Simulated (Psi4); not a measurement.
**Geometry relaxation, with input and output: NF3 (part 4 of 4)**

The same run, continued: NF3; SVWN-RPA/def2-TZVP, RKS (Psi4 1.11). The geometry comes from this level: PBE0-D4/def2-TZVP.

Geometry of the input (Å):
```
F  0.6140  0.0003  1.0669
N  0.3534  -0.0741  -0.2662
F  -0.6363  -1.0065  -0.3122
F  -0.3311  1.0803  -0.4884
```

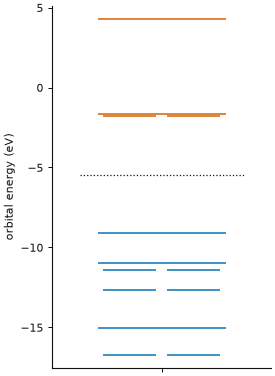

*Orbital energies near the frontier; the dotted line parts filled from empty levels, and levels within 0.02 eV of each other stand side by side.*

Highest filled −9.10 eV, lowest empty −1.78 eV, 7.32 eV apart.

**Summary**

| quantity | value |
| --- | --- |
| outcome | converged |
| total energy | −352.630153 hartree |
| basis functions | 124 |
| HOMO | −9.10 eV |
| LUMO | −1.78 eV |
| dipole moment | 0.07 D |
| wall time | 24 s |
| peak memory | 0.35 GiB |
